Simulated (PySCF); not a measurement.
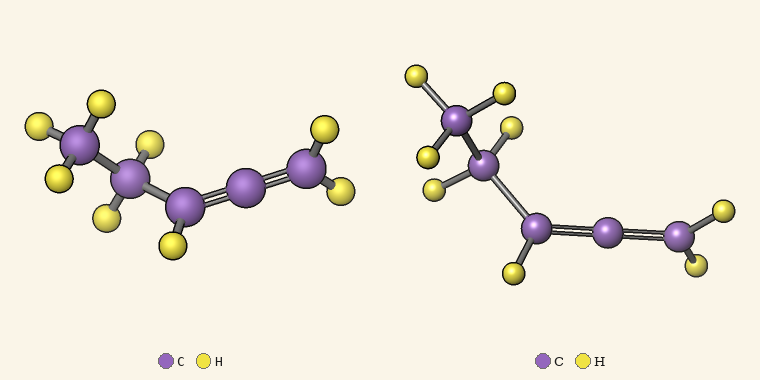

Both panels show the same species.

Question: What is the molecular formula?

Answer: C₅H₈, 13 atoms: 5 carbon and 8 hydrogen.

Question: Which point group does it belong to?

Answer: C1.

The parts below concern this one geometry. Atoms keep their numbers from picture to picture. The computed structure is the end point of a PBE0-D3(BJ)/def2-SVP optimisation. No frequency run is at hand to confirm it as a minimum.

## Geometry

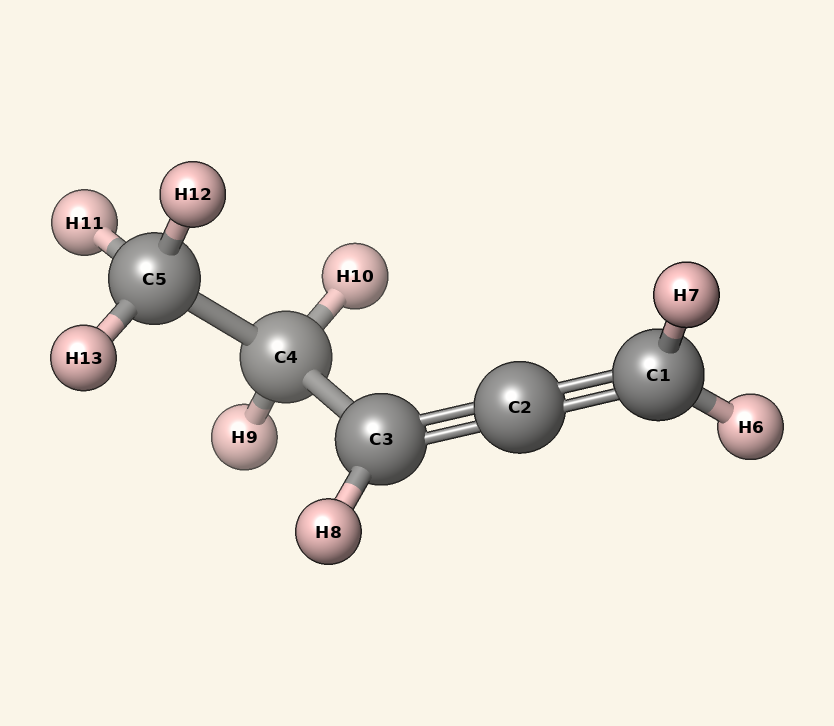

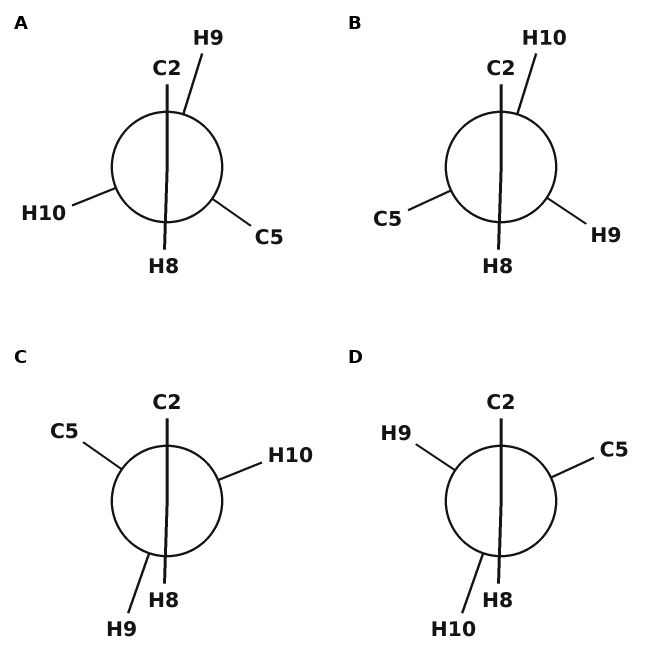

Atoms fade into the background with distance from the viewer. Bonds that would overlap in a projection are set slightly apart. No frequency run is at hand to confirm it as a minimum.

Question: Which Newman projection shows the view along C3–C4, with C3 in front?

Answer: B. The torsion angle C2–C3–C4–C5 is −115°, anticlinal.

## Bond orders

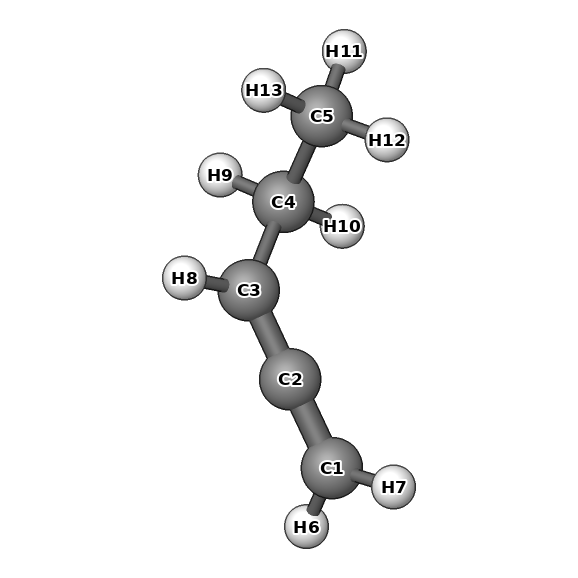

The thickness of each stick grows with its Mayer bond order. No frequency run is at hand to confirm it as a minimum. Computed with PBE0/pcSseg-1 (PySCF 2.14.0).

List the Mayer bond orders of C1–C2, C1–H6, C1–H7, C2–C3, C3–C4, C3–H8, C4–C5, C4–H9, C4–H10, C5–H11, C5–H12, C5–H13.

| bond | Mayer order | length (Å) |
| --- | --- | --- |
| C1–C2 | 2.06 | 1.309 |
| C1–H6 | 0.91 | 1.095 |
| C1–H7 | 0.91 | 1.096 |
| C2–C3 | 1.91 | 1.310 |
| C3–C4 | 1.03 | 1.505 |
| C3–H8 | 0.91 | 1.099 |
| C4–C5 | 1.04 | 1.525 |
| C4–H9 | 0.94 | 1.104 |
| C4–H10 | 0.96 | 1.101 |
| C5–H11 | 0.97 | 1.101 |
| C5–H12 | 0.97 | 1.101 |
| C5–H13 | 0.97 | 1.102 |

## NMR shielding

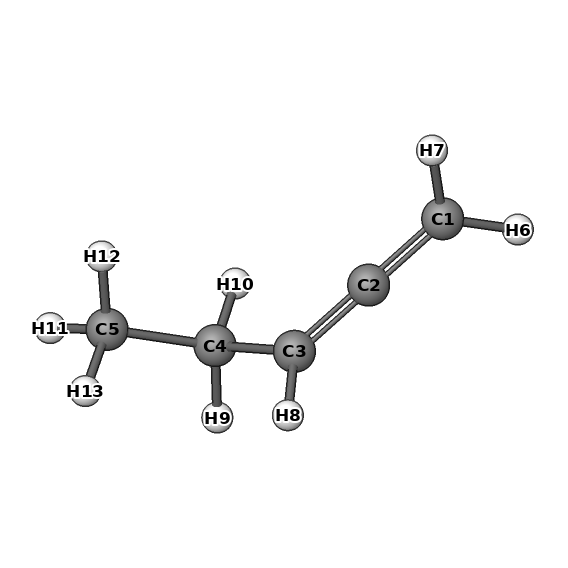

The questions are on isotropic NMR shieldings of the H atoms. No frequency run is at hand to confirm it as a minimum. Level of theory: GIAO PBE0/pcSseg-1 NMR shielding, non-relativistic, gas phase (PySCF 2.14.0).

Question: Which H atom is the most shielded (lowest chemical shift)?

Answer: H13 (30.31 ppm).

Question: Which H atom is the least shielded (highest chemical shift)?

Answer: H8 (26.03 ppm).

Question: How wide is the range of H shifts?

Answer: 4.28 ppm.

Give the isotropic NMR shieldings of the H atoms atom by atom.

| atom | σ (ppm) |
| --- | --- |
| H6 | 26.39 |
| H7 | 26.38 |
| H8 | 26.03 |
| H9 | 29.25 |
| H10 | 29.37 |
| H11 | 30.09 |
| H12 | 30.28 |
| H13 | 30.31 |

## Dipole moment

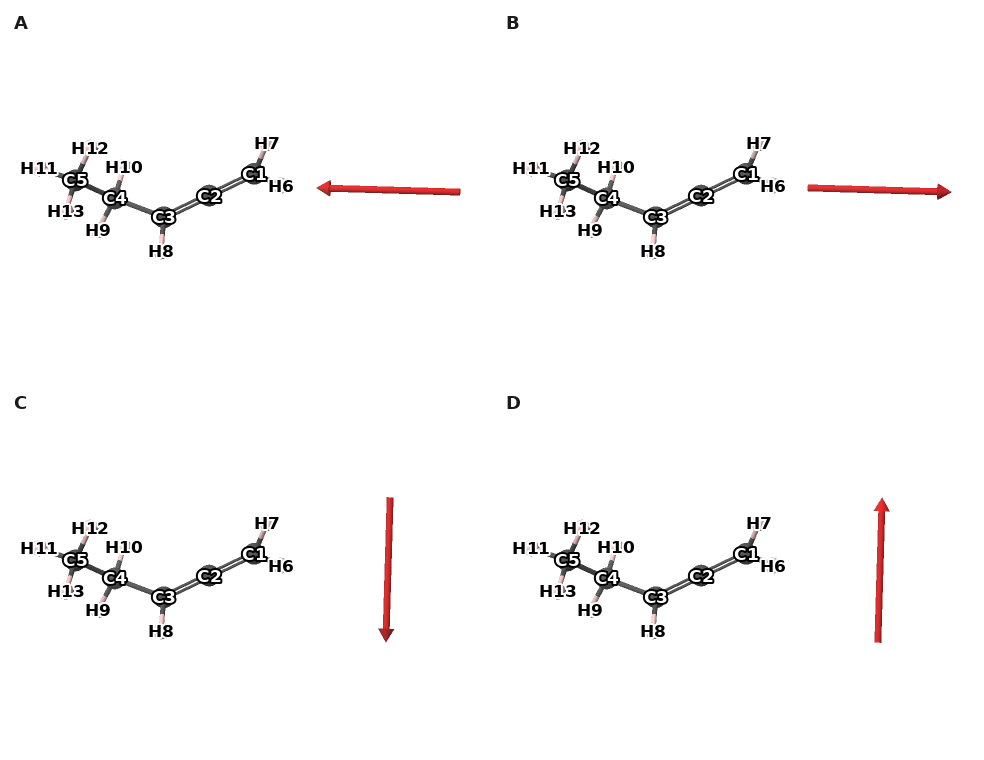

The same molecule four times, each with an arrow. No frequency run is at hand to confirm it as a minimum. Properties computed with B3LYP/pcJ-1, gas phase (PySCF 2.14.0).

Question: Which arrow points along the dipole moment, from the negative to the positive end?

Answer: A. The dipole moment is 0.43 D; it points from the side of H6 to the side of H11 (the outermost atoms at the two ends).
